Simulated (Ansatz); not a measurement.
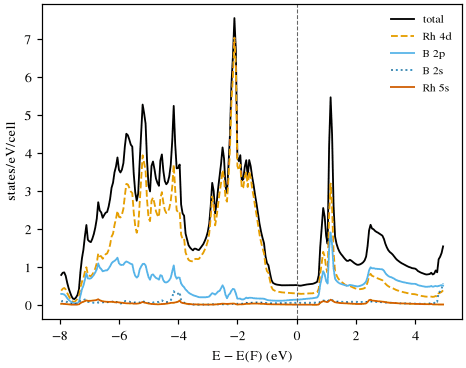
Total and projected density of states of BRh (NiAs type, P6_3/mmc), plane-wave PAW r²SCAN (Ansatz code)

### Question
Which orbitals carry the states next to the Fermi level?

### Answer
Within 0.5 eV of the Fermi level: Rh 4d 59 %, B 2p 27 %, B 2s 11 %. Projections are on Löwdin-orthogonalised atomic valence shells; empty p or d shells of many metals are not among them.

### Question
Where is the tallest occupied peak in this window, and what makes it?

### Answer
Near -2.1 eV, about 7.6 states/eV per cell; the largest projected share is Rh 4d.

The first step of the workflow began from a Materials Project structure, measured or hypothetical; the Crystallography Open Database copy checked does not list it. Whether it is the stable phase at ambient conditions was not checked. The r²SCAN relaxation kept the symmetry of its start; whether a distortion lowers the energy is not shown. No spin polarisation was allowed. Spin–orbit coupling is left out wherever it is not named.

Potentials: the later of the program's two PAW sets.
